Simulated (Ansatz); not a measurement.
# CH4BFS: molecular dynamics

The plan is to follow the molecule's vibrations and see whether its bonds hold. The start is relaxed first. Runs: 300 steps of 1 fs at constant energy (fourth-order Milne integrator), with velocities drawn for 300 K. SMILES of the start: CSBF.

All numbers below are computed with Ansatz 0.2.0 (RKS B3LYP-D4/def2-SVP).

## 1. The starting structure

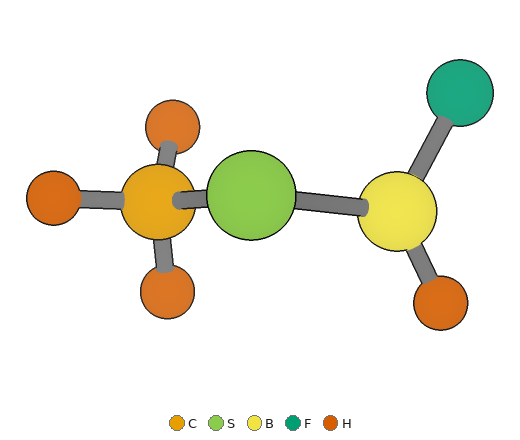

The starting structure, seen from a chosen angle (carbon amber, sulfur green, boron yellow, fluorine teal, hydrogen orange).

As a file:

```xyz
8

C    -0.3848    0.9854   -0.4201
S     0.2015    0.5016    1.1882
B     0.4548   -1.2799    0.6377
F     1.8295   -1.6613    0.0771
H     0.3410    0.8757   -1.2337
H    -0.6914    2.1240   -0.3861
H    -1.3212    0.4583   -0.6861
H    -0.3372   -2.0610    0.7671
```

## 2. Preparing the start

input.yaml reads:

```yaml
crystal:
  periodic: [false, false, false]
  atoms:
    - { symbol: C, position_ang: [-0.3848, 0.9854, -0.4201] }
    - { symbol: S, position_ang: [0.2015, 0.5016, 1.1882] }
    - { symbol: B, position_ang: [0.4548, -1.2799, 0.6377] }
    - { symbol: F, position_ang: [1.8295, -1.6613, 0.0771] }
    - { symbol: H, position_ang: [0.341, 0.8757, -1.2337] }
    - { symbol: H, position_ang: [-0.6914, 2.124, -0.3861] }
    - { symbol: H, position_ang: [-1.3212, 0.4583, -0.6861] }
    - { symbol: H, position_ang: [-0.3372, -2.061, 0.7671] }
basis:
  gaussian: { orbitals: def2-SVP }
hamiltonian:
  xc: b3lyp
  dispersion: d4
relax:
  f_tol: 0.02
  max_steps: 40
scf:
  lower_state_search: "off"
```

Started as:

```sh
> ansatz run input.yaml --threads 1 --pin off --max-ram 2048MiB --backend cpu --events-out ev --progress --plain --runs-dir out
```

Standard output (excerpt; [...] marks lines left out):

```text
Warning: RAYON_NUM_THREADS=1 ignored (pool sized by the plan → 1); use --threads N
[...]
Functional definition: B3LYP
[...]
862 factors; integrals over basis functions are off by at most 2.6e-4 eV
[...]
mean field -15325.10591861 eV, -563.1872547789 hartree, gradient 8.8e-6 eV, S^2 0.000000; 0 other end points of the search recorded, 0 dependent functions left out
[...]
reference -15325.10612736 eV, -563.1872624506 hartree; 20, 20 occupied and 60, 60 virtual orbitals, 862 factors
relax step   1: F+E_penalty+E_count = -15325.32568442 eV  Δ(F+E_penalty+E_count) = +0.000e0 eV  max|allowed force component| = 5.877e0 eV/Å  Δτ_max = 0.0000 Å  (14 SCF iters, accepted)
[...]
relax step   4: F+E_penalty+E_count = -15326.33604734 eV  Δ(F+E_penalty+E_count) = -3.838e-1 eV  max|allowed force component| = 6.470e-1 eV/Å  Δτ_max = 0.2000 Å  (24 SCF iters, accepted)
[...]
relax step   7: F+E_penalty+E_count = -15326.60240522 eV  Δ(F+E_penalty+E_count) = -1.080e-1 eV  max|allowed force component| = 1.232e0 eV/Å  Δτ_max = 0.1951 Å  (19 SCF iters, accepted)
[...]
relax step  10: F+E_penalty+E_count = -15326.87426579 eV  Δ(F+E_penalty+E_count) = -2.385e-2 eV  max|allowed force component| = 3.035e-1 eV/Å  Δτ_max = 0.1713 Å  (17 SCF iters, accepted)
[...]
relax step  13: F+E_penalty+E_count = -15326.89279988 eV  Δ(F+E_penalty+E_count) = +9.614e-4 eV  max|allowed force component| = 9.305e-2 eV/Å  Δτ_max = 0.0334 Å  (19 SCF iters, rejected (line search))
[...]
relax step  14: F+E_penalty+E_count = -15326.89408554 eV  Δ(F+E_penalty+E_count) = -3.243e-4 eV  max|allowed force component| = 2.227e-2 eV/Å  Δτ_max = 0.0133 Å  (20 SCF iters, accepted)
[...]
relax step  15: F+E_penalty+E_count = -15326.89417998 eV  Δ(F+E_penalty+E_count) = -9.444e-5 eV  max|allowed force component| = 1.885e-2 eV/Å  Δτ_max = 0.0146 Å  (20 SCF iters, accepted)
Total energy: -15326.89439806 eV, -563.2529801864 hartree
Atom 0 at    -0.506828     1.042340    -0.465994 Å, force     0.001982     0.007912     0.003023 eV/Å
Atom 1 at     0.856851     0.511129     0.640455 Å, force    -0.005999    -0.007862    -0.005881 eV/Å
Atom 2 at     0.694162    -1.274592     0.585082 Å, force     0.010624     0.018846     0.006510 eV/Å
Atom 3 at     1.560087    -2.007465     1.273299 Å, force     0.003214    -0.009423     0.003085 eV/Å
Atom 4 at    -0.167384     1.058536    -1.510580 Å, force    -0.001317    -0.000265     0.000967 eV/Å
Atom 5 at    -0.794994     2.058480    -0.166087 Å, force    -0.001662     0.001308    -0.000938 eV/Å
Atom 6 at    -1.373831     0.376743    -0.365947 Å, force     0.002238    -0.002578    -0.002401 eV/Å
Atom 7 at    -0.175863    -1.822370    -0.046128 Å, force    -0.009079    -0.007938    -0.004365 eV/Å
Dipole moment:    -0.325967     0.210396    -0.264064 e Å
Checks for a lower state left out: stability, starts, cluster_reference, orbital_swaps, neighbouring_geometries, increment
```

Run time: 37 s. Hardware: 1 thread of Arm Neoverse V1, shared host; peak memory 0.13 GiB.

Relaxation path:

```csv
step,energy from step 1 (eV),largest force component (eV/Å)
1,0.0000,5.8771
2,-0.4364,3.8078
3,-0.6266,3.1710
4,-1.0104,0.6470
5,-1.0531,0.3195
6,-1.1687,0.6197
7,-1.2767,1.2318
8,-1.4325,0.6813
9,-1.5247,0.5495
10,-1.5486,0.3035
11,-1.5638,0.2691
12,-1.5681,0.0787
13x,-1.5671,0.0930
14,-1.5684,0.0223
15,-1.5685,0.0188
```

Step 1 is the start. 1 step was tried and not accepted (13; marked x where the table lists them).

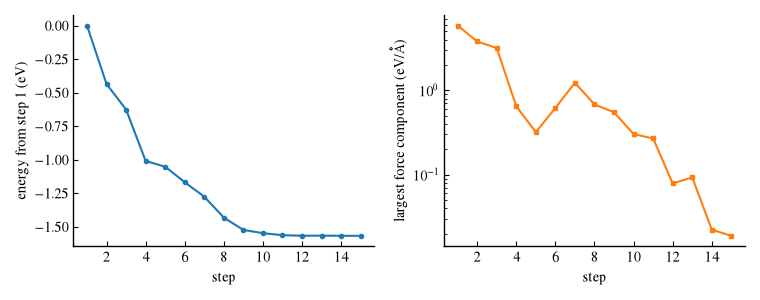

Energy and largest force along the relaxation.

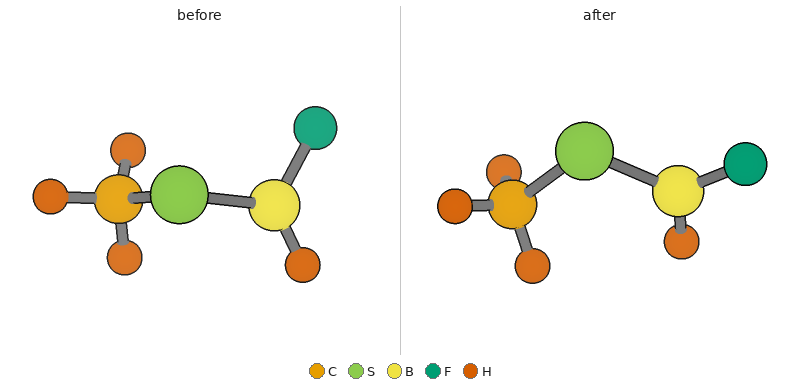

The structure before (left) and after (right), drawn at the same scale.

After: Bond lengths: C1–S2 1.835 Å, S2–B3 1.794 Å, B3–F4 1.327 Å, C1–H5 1.098 Å, C1–H6 1.098 Å, C1–H7 1.098 Å, B3–H8 1.206 Å. Angles: C1–S2–B3 101.7°, S2–C1–H5 110.4°, S2–C1–H6 107.4°, S2–C1–H7 110.9°, H5–C1–H6 109.1°, H5–C1–H7 109.9°, H6–C1–H7 109.2°, S2–B3–F4 118.3°, S2–B3–H8 122.2°, F4–B3–H8 119.4°.

## 3. The run

300 steps of 1 fs at constant energy (fourth-order milne integrator), with velocities drawn for 300 K, from the relaxed start.

input.yaml reads:

```yaml
crystal:
  periodic: [false, false, false]
  atoms:
    - { symbol: C, position_ang: [-0.506828, 1.04234, -0.465994] }
    - { symbol: S, position_ang: [0.856851, 0.511129, 0.640455] }
    - { symbol: B, position_ang: [0.694162, -1.274592, 0.585082] }
    - { symbol: F, position_ang: [1.560087, -2.007465, 1.273299] }
    - { symbol: H, position_ang: [-0.167384, 1.058536, -1.51058] }
    - { symbol: H, position_ang: [-0.794994, 2.05848, -0.166087] }
    - { symbol: H, position_ang: [-1.373831, 0.376743, -0.365947] }
    - { symbol: H, position_ang: [-0.175863, -1.82237, -0.046128] }
basis:
  gaussian: { orbitals: def2-SVP }
hamiltonian:
  xc: b3lyp
  dispersion: d4
md:
  timestep: 1.0
  n_steps: 300
  ensemble: nve_milne
  temperature: 300.0
  initial_velocities: maxwell_boltzmann
  seed: 984560
scf:
  lower_state_search: "off"
```

Started as:

```sh
> ansatz run input.yaml --threads 1 --pin off --max-ram 2048MiB --backend cpu --events-out ev --progress --plain --runs-dir out
```

Standard output (excerpt; [...] marks lines left out):

```text
Warning: RAYON_NUM_THREADS=1 ignored (pool sized by the plan → 1); use --threads N
[...]
Functional definition: B3LYP
[...]
862 factors; integrals over basis functions are off by at most 3.4e-4 eV
[...]
mean field -15326.67694342 eV, -563.2449888758 hartree, gradient 4.8e-6 eV, S^2 0.000000; 0 other end points of the search recorded, 0 dependent functions left out
[...]
reference -15326.67716206 eV, -563.2449969109 hartree; 20, 20 occupied and 60, 60 virtual orbitals, 862 factors
md step     0: t =     0.00 fs  T =   300.0 K  F+E_penalty+E_count = -15326.89414814 eV  E_kin = 0.232668 eV  conserved = -15326.66148014 eV  (14 SCF iters)
[...]
md step    17: t =    17.00 fs  T =   147.9 K  F+E_penalty+E_count = -15326.77620466 eV  E_kin = 0.114724 eV  conserved = -15326.66148088 eV  (20 SCF iters, 3 dispersion substeps)
[...]
md step    34: t =    34.00 fs  T =   193.9 K  F+E_penalty+E_count = -15326.81189234 eV  E_kin = 0.150404 eV  conserved = -15326.66148823 eV  (20 SCF iters, 3 dispersion substeps)
[...]
md step    51: t =    51.00 fs  T =    91.6 K  F+E_penalty+E_count = -15326.73255369 eV  E_kin = 0.071058 eV  conserved = -15326.66149553 eV  (21 SCF iters, 3 dispersion substeps)
[...]
md step    68: t =    68.00 fs  T =   111.1 K  F+E_penalty+E_count = -15326.74768694 eV  E_kin = 0.086195 eV  conserved = -15326.66149220 eV  (21 SCF iters, 3 dispersion substeps)
md step    69: t =    69.00 fs  T =   116.1 K  F+E_penalty+E_count = -15326.75152234 eV  E_kin = 0.090004 eV  conserved = -15326.66151826 eV  (21 SCF iters, 3 dispersion substeps)
md step    70: t =    70.00 fs  T =   120.6 K  F+E_penalty+E_count = -15326.75496813 eV  E_kin = 0.093531 eV  conserved = -15326.66143719 eV  (21 SCF iters, 3 dispersion substeps)
```

## 4. The log goes on: dynamics from the start

Output, continued (excerpt; [...] marks lines left out):

```text
md step    71: t =    71.00 fs  T =   126.0 K  F+E_penalty+E_count = -15326.75917589 eV  E_kin = 0.097698 eV  conserved = -15326.66147836 eV  (21 SCF iters, 3 dispersion substeps)
[...]
md step    93: t =    93.00 fs  T =   169.6 K  F+E_penalty+E_count = -15326.79303989 eV  E_kin = 0.131536 eV  conserved = -15326.66150391 eV  (21 SCF iters, 3 dispersion substeps)
[...]
md step   115: t =   115.00 fs  T =   169.9 K  F+E_penalty+E_count = -15326.79318283 eV  E_kin = 0.131738 eV  conserved = -15326.66144480 eV  (20 SCF iters, 3 dispersion substeps)
[...]
md step   137: t =   137.00 fs  T =   217.1 K  F+E_penalty+E_count = -15326.82991896 eV  E_kin = 0.168388 eV  conserved = -15326.66153054 eV  (20 SCF iters, 3 dispersion substeps)
[...]
md step   159: t =   159.00 fs  T =   170.3 K  F+E_penalty+E_count = -15326.79355999 eV  E_kin = 0.132102 eV  conserved = -15326.66145773 eV  (20 SCF iters, 3 dispersion substeps)
md step   160: t =   160.00 fs  T =   197.2 K  F+E_penalty+E_count = -15326.81440729 eV  E_kin = 0.152923 eV  conserved = -15326.66148416 eV  (20 SCF iters, 3 dispersion substeps)
md step   161: t =   161.00 fs  T =   218.4 K  F+E_penalty+E_count = -15326.83092453 eV  E_kin = 0.169419 eV  conserved = -15326.66150547 eV  (20 SCF iters, 3 dispersion substeps)
```

## 5. More of the same log: dynamics from the start

The log, continued (excerpt; [...] marks lines left out):

```text
md step   162: t =   162.00 fs  T =   231.8 K  F+E_penalty+E_count = -15326.84128950 eV  E_kin = 0.179793 eV  conserved = -15326.66149607 eV  (20 SCF iters, 3 dispersion substeps)
[...]
md step   181: t =   181.00 fs  T =   191.9 K  F+E_penalty+E_count = -15326.81035763 eV  E_kin = 0.148863 eV  conserved = -15326.66149500 eV  (20 SCF iters, 3 dispersion substeps)
[...]
md step   200: t =   200.00 fs  T =   128.5 K  F+E_penalty+E_count = -15326.76108435 eV  E_kin = 0.099634 eV  conserved = -15326.66145027 eV  (21 SCF iters, 3 dispersion substeps)
[...]
md step   219: t =   219.00 fs  T =   186.2 K  F+E_penalty+E_count = -15326.80585940 eV  E_kin = 0.144388 eV  conserved = -15326.66147140 eV  (20 SCF iters, 3 dispersion substeps)
[...]
Total energy: -15326.80908183 eV, -563.2498448730 hartree
Atom 0 at    -0.578525     1.059400    -0.346764 Å, force    -0.409230     0.119996     0.351876 eV/Å
Atom 1 at     0.962258     0.468833     0.451606 Å, force     0.438161     1.155979    -0.062563 eV/Å
Atom 2 at     0.627792    -1.216876     0.755730 Å, force    -0.755719    -0.709827    -0.505694 eV/Å
Atom 3 at     1.494827    -1.994982     1.373309 Å, force     0.187233    -0.166051     0.216359 eV/Å
Atom 4 at    -1.259668     1.457339     0.441618 Å, force     0.338445    -0.033553    -0.449589 eV/Å
Atom 5 at    -1.124870     0.283646    -0.909540 Å, force     0.283480    -0.071966     0.110122 eV/Å
Atom 6 at    -0.277794     1.855954    -1.040353 Å, force    -0.121535     0.077507     0.066051 eV/Å
Atom 7 at    -0.406174    -1.637818     0.290264 Å, force     0.039164    -0.372084     0.273437 eV/Å
Dipole moment:    -0.341215     0.242746    -0.201442 e Å
Checks for a lower state left out: stability, starts, cluster_reference, orbital_swaps, neighbouring_geometries, increment
```

It took 9.3 min on 1 thread of Arm Neoverse V1, shared host; peak memory 0.13 GiB.

## 6. Frames and traces

The trajectory, every 16 steps (energies from step 0):

```csv
time (fs),T (K),potential energy change (meV/atom),total energy change (meV/atom)
0.0,300,0.0,0.00
16.0,155,14.1,0.00
32.0,163,13.3,0.00
48.0,175,12.1,-0.01
64.0,123,17.2,0.00
80.0,225,7.3,0.00
96.0,123,17.2,0.00
112.0,94,20.0,0.00
128.0,154,14.1,0.00
144.0,116,17.8,0.00
160.0,197,10.0,0.00
176.0,154,14.1,0.00
192.0,116,17.8,0.00
208.0,226,7.2,0.00
224.0,160,13.5,0.00
240.0,165,13.1,0.00
256.0,201,9.6,0.00
272.0,156,14.0,0.00
288.0,204,9.3,0.00
300.0,190,10.7,0.00
```

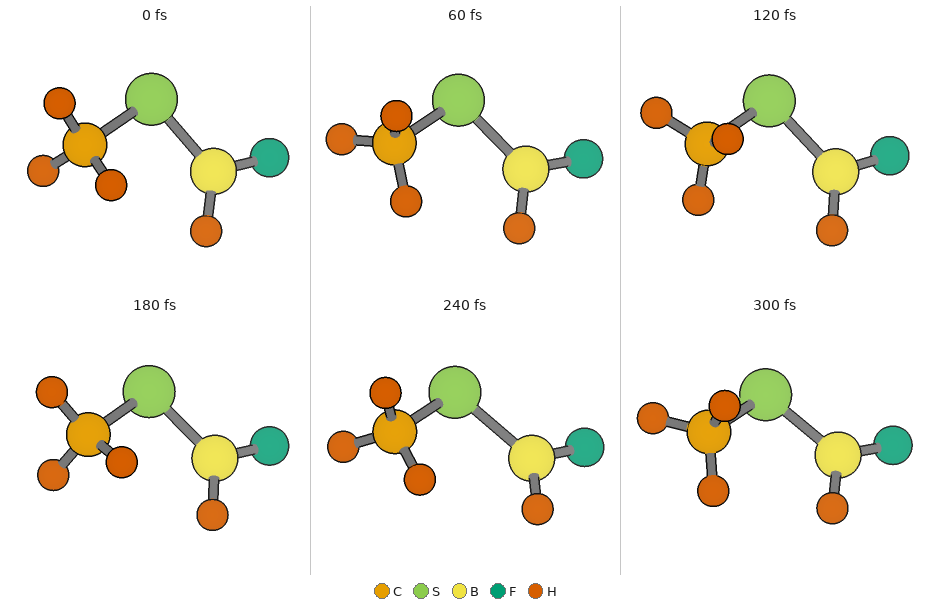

Six frames of the run, seen from a chosen angle. Sticks join atoms within a bonding distance in each frame.

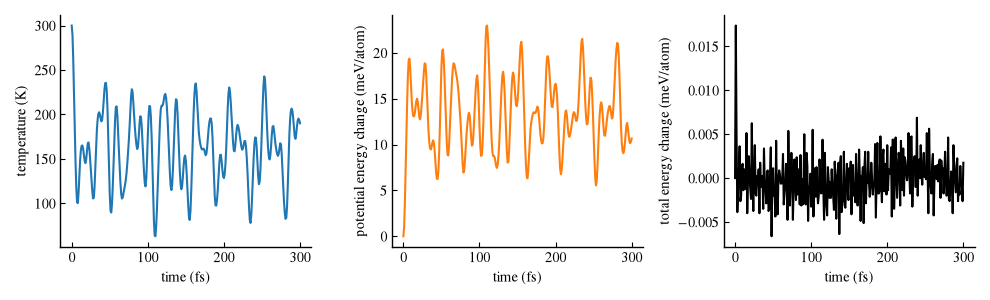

Traces against time; each panel has its own scale.

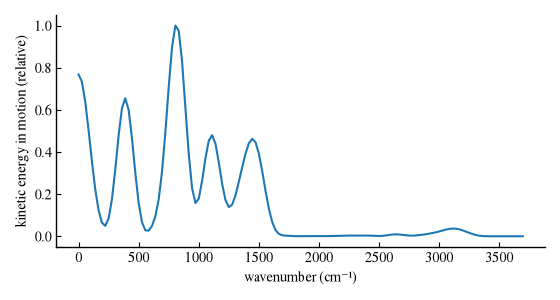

Power spectrum of the mass-weighted velocities; a run of 300 fs resolves no finer than about 220 cm⁻¹.

Maxima of the velocity power spectrum (cm⁻¹, relative height; resolution about 220 cm⁻¹): 390 (65), 810 (100), 1110 (48), 1450 (46).

## 7. Snapshots as a file

Positions (Å) and forces (eV/Å):

```xyz
8
time_fs=38.0 T=195 dE=0.0812
C    -0.522    1.053   -0.456   -0.245   -0.833    0.298
S     0.884    0.504    0.624   -0.462    0.093   -0.309
B     0.679   -1.277    0.602   -0.267    0.126   -0.428
F     1.537   -1.990    1.279    0.883   -0.498    0.757
H    -0.132    1.393   -1.424   -0.062    0.360    0.134
H    -1.115    1.790    0.104    0.246    0.291   -0.283
H    -1.206    0.201   -0.649    0.304    0.122    0.053
H    -0.135   -1.927    0.003   -0.397    0.338   -0.222
8
time_fs=75.0 T=170 dE=0.1009
C    -0.544    1.081   -0.450    0.287    0.371    0.455
S     0.884    0.527    0.585   -0.181   -0.823    0.100
B     0.666   -1.310    0.649    0.658    0.755   -0.257
F     1.561   -2.046    1.312   -0.364    0.437   -0.069
H    -0.231    1.864   -1.153    0.393   -0.298   -0.271
H    -1.283    1.601    0.173   -0.208   -0.394    0.252
H    -0.952    0.208   -0.954   -0.336   -0.068   -0.267
H    -0.174   -1.876    0.002   -0.249    0.019    0.058
8
time_fs=112.0 T=94 dE=0.1601
C    -0.509    1.033   -0.390   -0.514   -0.312   -0.749
S     0.913    0.495    0.570   -0.014   -0.838    0.266
B     0.579   -1.303    0.620    1.921    0.871    0.312
F     1.541   -1.952    1.313   -1.126   -0.186   -0.457
H    -0.282    1.985   -0.886   -0.132    0.181    0.239
H    -1.391    1.076    0.258   -0.109    0.410   -0.043
H    -0.728    0.304   -1.192    0.066    0.120    0.127
H    -0.270   -1.823   -0.054   -0.092   -0.246    0.304
8
time_fs=150.0 T=148 dE=0.1180
C    -0.552    1.063   -0.404   -0.596    0.125   -0.085
S     0.911    0.546    0.527    0.403   -1.254    0.714
B     0.659   -1.292    0.701    0.412    0.532   -0.753
F     1.531   -2.071    1.341   -0.228    0.667    0.037
H    -0.506    2.161   -0.543    0.013   -0.318    0.188
H    -1.477    0.787    0.133    0.156    0.205   -0.090
H    -0.577    0.602   -1.393    0.035   -0.130   -0.246
H    -0.209   -1.853    0.068   -0.193    0.173    0.235
8
time_fs=188.0 T=107 dE=0.1493
C    -0.536    1.012   -0.391   -0.077   -0.236    0.050
S     0.953    0.487    0.539   -0.571    0.070    0.038
B     0.569   -1.256    0.694    0.644   -0.002   -0.487
F     1.505   -1.946    1.301    0.556   -0.673    0.700
H    -0.758    2.053   -0.163    0.284    0.496   -0.283
H    -1.417    0.477   -0.020   -0.029   -0.343   -0.165
H    -0.359    0.810   -1.461   -0.294    0.317    0.150
H    -0.300   -1.911    0.188   -0.513    0.371   -0.003
8
time_fs=225.0 T=162 dE=0.1074
C    -0.579    1.093   -0.423    0.436    0.129    0.130
S     0.929    0.503    0.503   -0.125   -0.014    0.046
B     0.629   -1.258    0.791   -0.119    0.127   -0.920
F     1.542   -2.052    1.334    0.016    0.361    0.236
H    -0.859    2.079    0.000   -0.247   -0.558    0.209
H    -1.372    0.330   -0.418   -0.054    0.259    0.269
H    -0.327    1.313   -1.466    0.305   -0.233   -0.188
H    -0.359   -1.757    0.317   -0.213   -0.071    0.218
8
time_fs=262.0 T=165 dE=0.1049
C    -0.560    1.061   -0.386    0.499   -0.078    0.022
S     0.950    0.458    0.490    0.034    1.333   -0.206
B     0.574   -1.216    0.766    0.414   -1.272   -0.109
F     1.530   -1.975    1.333   -0.758    0.141   -0.130
H    -1.082    1.738    0.285   -0.124    0.471    0.098
H    -1.255    0.253   -0.634    0.150   -0.223   -0.145
H    -0.197    1.577   -1.291   -0.305   -0.008    0.122
H    -0.461   -1.651    0.318    0.088   -0.364    0.349
8
time_fs=300.0 T=190 dE=0.0853
C    -0.579    1.059   -0.347   -0.409    0.120    0.352
S     0.962    0.469    0.452    0.438    1.156   -0.063
B     0.628   -1.217    0.756   -0.756   -0.710   -0.506
F     1.495   -1.995    1.373    0.187   -0.166    0.216
H    -1.260    1.457    0.442    0.338   -0.034   -0.450
H    -1.125    0.284   -0.909    0.283   -0.072    0.110
H    -0.278    1.856   -1.040   -0.121    0.077    0.066
H    -0.406   -1.638    0.290    0.039   -0.372    0.273
```

## 8. Results

```
                          quantity                         value
           relaxation of the start      13 moves, 1.568 eV lower
                            length             300 steps of 1 fs
  temperature, first and last step                 300 and 190 K
          temperature, second half  mean 161 K, from 78 to 243 K
     potential energy, second half   +13 meV/atom from the start
largest change of the total energy                 0.02 meV/atom
            bonds formed or broken                             0
```

In words: The temperature starts at 300 K and averages 161 K in the second half, where it ranges from 78 to 243 K. About half is expected from a start at a minimum: kinetic energy passes into potential energy until both shares match. The total energy strays from its start by at most 0.02 meV/atom, 0.1 % of the mean kinetic energy, so a step of 1 fs is short enough over this time. No bond forms or breaks. A run of 300 fs with 8 atoms shows the motion but fixes no equilibrium value. The nuclei move classically, without zero-point motion, which matters most for hydrogen.
